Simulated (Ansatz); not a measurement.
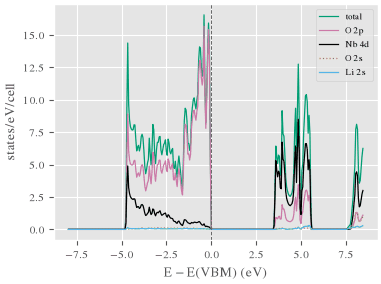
Total and projected density of states of LiNbO3 in space group R3c (No. 161; Li on 6a, Nb on 6a, O on 18b), DFT-LDA in the program Ansatz with PAW potentials

Q: Which orbitals carry the states next to the gap?

A: Top 1 eV of the valence band: O 2p 94 %. Bottom 1 eV of the conduction band: Nb 4d 76 %, O 2p 20 %. Projections are on Löwdin-orthogonalised atomic valence shells; empty p or d shells of many metals are not among them.

Q: Where is the tallest occupied peak in this window, and what makes it?

A: Near -0.4 eV, about 17 states/eV per cell; the largest projected share is O 2p.

The LDA relaxation kept the symmetry of its start. No spin polarisation was allowed. Scalar-relativistic: spin–orbit coupling is off unless named, which matters more the heavier the elements.

Potentials: the later of the program's two PAW sets.
